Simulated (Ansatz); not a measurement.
ZrSiNH₈O₃F: nudged elastic band (part 1 of 2)

- system: ZrSiNH₈O₃F
- method: RHF/def2-SVP (Ansatz 0.2.0)

The run did not end well. One setting was made poor on purpose. It belongs to a series of runs on one base structure; here: band between the two ends.

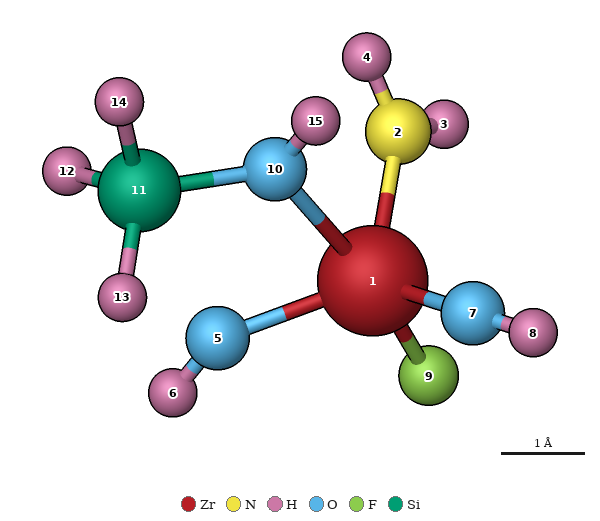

Figure 1. The structure as given in the input (ball-and-stick view, seen at a tilt; atoms are numbered from 1 in the order of the input). Sticks mark near contacts. Bond lengths as drawn: F–Zr 1.93 Å, H–N 1.00 to 1.01 Å, H–O 0.94 to 0.95 Å, H–Si 1.47 to 1.49 Å, N–Zr 2.07 Å, O–Si 1.71 Å and O–Zr 1.95 to 2.37 Å.

### Input
```yaml
crystal:
  periodic: [false, false, false]
  atoms:
    - { symbol: Zr, position_ang: [0.010618, 0.047779, 0.346693] }
    - { symbol: "N", position_ang: [-0.59122, -0.658748, 2.191872] }
    - { symbol: H, position_ang: [-1.244815, -1.415773, 2.302255] }
    - { symbol: H, position_ang: [-0.278378, -0.375422, 3.102514] }
    - { symbol: O, position_ang: [1.948248, -0.101785, -0.138993] }
    - { symbol: H, position_ang: [2.50465, -0.626554, -0.689899] }
    - { symbol: O, position_ang: [-0.973116, 1.586398, -0.331137] }
    - { symbol: H, position_ang: [-1.605326, 2.17325, -0.70134] }
    - { symbol: F, position_ang: [-0.705053, -1.398261, -0.719042] }
    - { symbol: O, position_ang: [1.223093, 1.607389, 1.654036] }
    - { symbol: Si, position_ang: [2.916308, 1.817564, 1.544736] }
    - { symbol: H, position_ang: [3.62366, 0.613942, 1.993395] }
    - { symbol: H, position_ang: [3.32757, 2.301249, 0.221604] }
    - { symbol: H, position_ang: [3.163032, 2.904113, 2.527692] }
    - { symbol: H, position_ang: [0.741026, 2.27856, 2.117718] }
basis:
  gaussian: { orbitals: def2-SVP }
hamiltonian:
  xc: hf
neb:
  order_check: false
  images: 7
  f_tol: 0.05
  max_iterations: 6
  final_atoms:
    - { symbol: Zr, position_ang: [0.51857017, 0.04092905, 0.2540278] }
    - { symbol: "N", position_ang: [-0.68981667, 0.26351672, 2.42800033] }
    - { symbol: H, position_ang: [-1.50767063, 0.83463239, 2.28907258] }
    - { symbol: H, position_ang: [-0.99035789, -0.64309501, 2.74798688] }
    - { symbol: O, position_ang: [1.39256459, -0.26296583, -1.44360018] }
    - { symbol: H, position_ang: [1.82595336, -0.4912377, -2.24385534] }
    - { symbol: O, position_ang: [-1.04999387, 1.08940483, -0.30805023] }
    - { symbol: H, position_ang: [-1.43347596, 1.4675756, -1.08091581] }
    - { symbol: F, position_ang: [0.21815777, -1.81263175, 0.78613106] }
    - { symbol: O, position_ang: [1.91533699, 1.05679678, 1.23354556] }
    - { symbol: Si, position_ang: [3.19313934, 1.92079581, 1.76545969] }
    - { symbol: H, position_ang: [4.38694137, 1.05803895, 1.93786735] }
    - { symbol: H, position_ang: [3.53607761, 3.01003074, 0.81902986] }
    - { symbol: H, position_ang: [2.88120623, 2.53830619, 3.08105063] }
    - { symbol: H, position_ang: [-0.1363354, 0.68360423, 3.15635384] }
  initial_path:
    images:
      - { positions_ang: [[0.010618, 0.047779, 0.346693], [-0.59122, -0.658748, 2.191872], [-1.244815, -1.415773, 2.302255], [-0.278378, -0.375422, 3.102514], [1.948248, -0.101785, -0.138993], [2.50465, -0.626554, -0.689899], [-0.973116, 1.586398, -0.331137], [-1.605326, 2.17325, -0.70134], [-0.705053, -1.398261, -0.719042], [1.223093, 1.607389, 1.654036], [2.916308, 1.817564, 1.544736], [3.62366, 0.613942, 1.993395], [3.32757, 2.301249, 0.221604], [3.163032, 2.904113, 2.527692], [0.741026, 2.27856, 2.117718]] }
      - { positions_ang: [[0.01034048, 0.05258496, 0.24705627], [-0.44818936, -0.51613851, 2.26972157], [-1.15929482, -1.15887335, 2.47823172], [0.00439026, -0.24475523, 3.09147545], [1.95345609, -0.05085199, -0.28384655], [2.44950016, -0.68052238, -0.7397261], [-0.96806513, 1.63935702, -0.41035554], [-1.68119976, 2.02614417, -0.7496323], [-0.75885636, -1.42430253, -0.74383617], [1.22964861, 1.67759747, 1.44589069], [2.8399855, 1.80021296, 1.60740898], [3.48937932, 0.55243899, 1.93823647], [3.41077325, 2.38391518, 0.49023276], [2.94006781, 2.70875414, 2.6870342], [0.74836093, 1.98814011, 2.09421254]] }
      - { positions_ang: [[0.01006297, 0.05739092, 0.14741955], [-0.30515871, -0.37352902, 2.34757114], [-1.07377465, -0.9019737, 2.65420844], [0.28715852, -0.11408846, 3.08043691], [1.95866418, 8.102e-05, -0.4287001], [2.39435033, -0.73449075, -0.78955319], [-0.96301426, 1.69231605, -0.48957409], [-1.75707352, 1.87903835, -0.79792459], [-0.81265971, -1.45034406, -0.76863035], [1.23620422, 1.74780594, 1.23774538], [2.763663, 1.78286192, 1.67008196], [3.35509865, 0.49093597, 1.88307794], [3.49397651, 2.46658136, 0.75886153], [2.71710363, 2.51339527, 2.8463764], [0.75569586, 1.69772023, 2.07070707]] }
      - { positions_ang: [[0.00978545, 0.06219688, 0.04778282], [-0.16212807, -0.23091954, 2.42542072], [-0.98825447, -0.64507406, 2.83018515], [0.56992677, 0.0165783, 3.06939836], [1.96387228, 0.05101403, -0.57355364], [2.33920049, -0.78845913, -0.83938029], [-0.95796339, 1.74527507, -0.56879263], [-1.83294728, 1.73193252, -0.84621689], [-0.86646307, -1.47638559, -0.79342452], [1.24275982, 1.8180144, 1.02960007], [2.68734049, 1.76551087, 1.73275494], [3.22081797, 0.42943296, 1.82791942], [3.57717976, 2.54924753, 1.02749029], [2.49413944, 2.31803641, 3.0057186], [0.7630308, 1.40730034, 2.04720161]] }
      - { positions_ang: [[0.00950794, 0.06700283, -0.0518539], [-0.01909743, -0.08831005, 2.50327029], [-0.90273429, -0.38817441, 3.00616187], [0.85269503, 0.14724507, 3.05835982], [1.96908037, 0.10194704, -0.71840719], [2.28405066, -0.8424275, -0.88920738], [-0.95291252, 1.79823409, -0.64801118], [-1.90882105, 1.5848267, -0.89450918], [-0.92026642, -1.50242712, -0.8182187], [1.24931543, 1.88822287, 0.82145475], [2.61101799, 1.74815983, 1.79542792], [3.08653729, 0.36792994, 1.77276089], [3.66038301, 2.63191371, 1.29611905], [2.27117526, 2.12267754, 3.1650608], [0.77036573, 1.11688045, 2.02369614]] }
      - { positions_ang: [[0.1367735, 0.06048439, 0.02461652], [-0.18677724, -0.00035336, 2.4844528], [-1.05396838, -0.08247271, 2.82688955], [0.3919318, -0.05033995, 2.98076658], [1.82495142, 0.01071882, -0.89970544], [2.16952633, -0.75463005, -1.22786937], [-0.97718286, 1.62102677, -0.56302094], [-1.78998477, 1.55551392, -0.94111084], [-0.63566038, -1.57997828, -0.41713126], [1.41582082, 1.68036635, 0.92447746], [2.75654833, 1.79131883, 1.78793586], [3.41163831, 0.5404572, 1.8140375], [3.62930666, 2.72644297, 1.17684675], [2.423683, 2.2265847, 3.14405826], [0.54369045, 1.0085614, 2.30686056]] }
      - { positions_ang: [[0.26403905, 0.05396594, 0.10108695], [-0.35445705, 0.08760334, 2.46563531], [-1.20520246, 0.22322899, 2.64761723], [-0.06883143, -0.24792497, 2.90317335], [1.68082248, -0.08050939, -1.08100369], [2.05500201, -0.6668326, -1.56653136], [-1.0014532, 1.44381946, -0.4780307], [-1.6711485, 1.52620115, -0.9877125], [-0.35105433, -1.65752943, -0.01604382], [1.58232621, 1.47250983, 1.02750016], [2.90207866, 1.83447782, 1.7804438], [3.73673933, 0.71298445, 1.85531412], [3.59823031, 2.82097223, 1.05757446], [2.57619074, 2.33049186, 3.12305571], [0.31701517, 0.90024234, 2.59002499]] }
      - { positions_ang: [[0.39130461, 0.0474475, 0.17755737], [-0.52213686, 0.17556003, 2.44681782], [-1.35643655, 0.52893069, 2.4683449], [-0.52959466, -0.44550999, 2.82558011], [1.53669353, -0.17173761, -1.26230194], [1.94047769, -0.57903515, -1.90519335], [-1.02572354, 1.26661214, -0.39304047], [-1.55231223, 1.49688837, -1.03431415], [-0.06644828, -1.73508059, 0.38504362], [1.7488316, 1.2646533, 1.13052286], [3.047609, 1.87763682, 1.77295174], [4.06184035, 0.8855117, 1.89659073], [3.56715396, 2.91550149, 0.93830216], [2.72869849, 2.43439903, 3.10205317], [0.09033988, 0.79192329, 2.87318941]] }
      - { positions_ang: [[0.51857017, 0.04092905, 0.2540278], [-0.68981667, 0.26351672, 2.42800033], [-1.50767063, 0.83463239, 2.28907258], [-0.99035789, -0.64309501, 2.74798688], [1.39256459, -0.26296583, -1.44360018], [1.82595336, -0.4912377, -2.24385534], [-1.04999387, 1.08940483, -0.30805023], [-1.43347596, 1.4675756, -1.08091581], [0.21815777, -1.81263175, 0.78613106], [1.91533699, 1.05679678, 1.23354556], [3.19313934, 1.92079581, 1.76545969], [4.38694137, 1.05803895, 1.93786735], [3.53607761, 3.01003074, 0.81902986], [2.88120623, 2.53830619, 3.08105063], [-0.1363354, 0.68360423, 3.15635384]] }
```

Run on 4 threads of AMD EPYC (Zen 3), 32 GiB of memory available, shared host.

Run as:
```bash
ansatz run input.yaml --threads 4 --pin off --max-ram 5120MiB --backend cpu --events-out ev --progress --plain --runs-dir out
```

### What the program printed
```
Engine: ansatz 0.2.0, x86_64-unknown-linux-gnu
Functional definition: HF
  exchange = exact_x
  correlation = 0
1678 factors; integrals over basis functions are off by at most 4.4e-4 eV
mean field evaluation 1: about -19541.9365 eV, gradient 7.1e1 eV
mean field evaluation 2: about -19542.0624 eV, gradient 7.1e1 eV
mean field evaluation 4: about -19551.6364 eV, gradient 3.8e0 eV
mean field evaluation 8: about -19551.7184 eV, gradient 1.2e-1 eV
mean field -19551.71846894 eV, -718.5124011029 hartree, gradient 8.7e-5 eV, S^2 0.000000; 0 other end points of the search recorded, 0 dependent functions left out
the calculation of the forces begins
reference -19551.71846894 eV, -718.5124011029 hartree; 37, 37 occupied and 122, 122 virtual orbitals, 1678 factors
1678 factors; integrals over basis functions are off by at most 9.9e-4 eV
mean field evaluation 16: about -19553.0383 eV, gradient 4.0e0 eV
mean field -19553.12518534 eV, -718.5640969769 hartree, gradient 7.1e-5 eV, S^2 0.000000; 0 other end points of the search recorded, 0 dependent functions left out
[... from here on the field's lines of each further geometry are left out, up to the last ...]
NEB iter   1: max|band force component| = 5.421e1 eV/Å  barrier→ = 11.4088 eV  barrier← = 12.8155 eV  Δτ_max = 0.2000 Å  (350 SCF iters)
NEB iter   2: max|band force component| = 8.783e0 eV/Å  barrier→ = 2.2740 eV  barrier← = 3.6808 eV  Δτ_max = 0.2000 Å  (275 SCF iters)
NEB iter   3: max|band force component| = 5.987e0 eV/Å  barrier→ = 1.3144 eV  barrier← = 2.7211 eV  Δτ_max = 0.2000 Å  (264 SCF iters)
NEB iter   4: max|band force component| = 2.119e0 eV/Å  barrier→ = 0.8268 eV  barrier← = 2.2335 eV  Δτ_max = 0.2000 Å  (264 SCF iters)
NEB iter   5: max|band force component| = 1.650e0 eV/Å  barrier→ = 0.3979 eV  barrier← = 1.8046 eV  Δτ_max = 0.2000 Å  (263 SCF iters)
the calculation of the forces begins
reference -19552.88692246 eV, -718.5553409776 hartree; 37, 37 occupied and 122, 122 virtual orbitals, 1678 factors
these checks for a lower state are left out or cut short: starts, cluster_reference, orbital_swaps, neighbouring_geometries, increment
1678 factors; integrals over basis functions are off by at most 1.0e-3 eV
mean field -19553.07680894 eV, -718.5623191770 hartree, gradient 1.1e-5 eV, S^2 0.000000; 0 other end points of the search recorded, 0 dependent functions left out
the calculation of the forces begins
reference -19553.07680894 eV, -718.5623191770 hartree; 37, 37 occupied and 122, 122 virtual orbitals, 1678 factors
NEB iter   6: max|band force component| = 2.258e0 eV/Å  barrier→ = 0.3754 eV  barrier← = 1.7821 eV  Δτ_max = 0.1004 Å  (263 SCF iters)
```

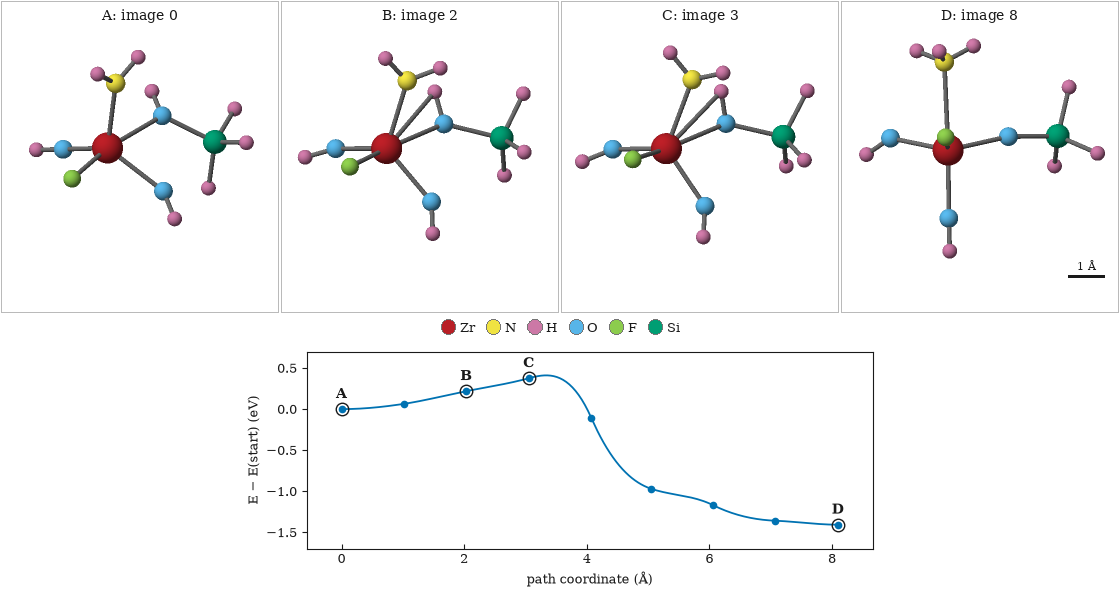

Figure 2. Images of the last band (counted from 0; ball-and-stick, seen at a tilt) above the energy along the path; the line is a cubic interpolation that uses the forces. The highest image is number 3, 0.375 eV above the start and 1.782 eV above the end; the end lies 1.407 eV below the start. The path is 8.09 Å long. The band had not converged after 6 iterations.
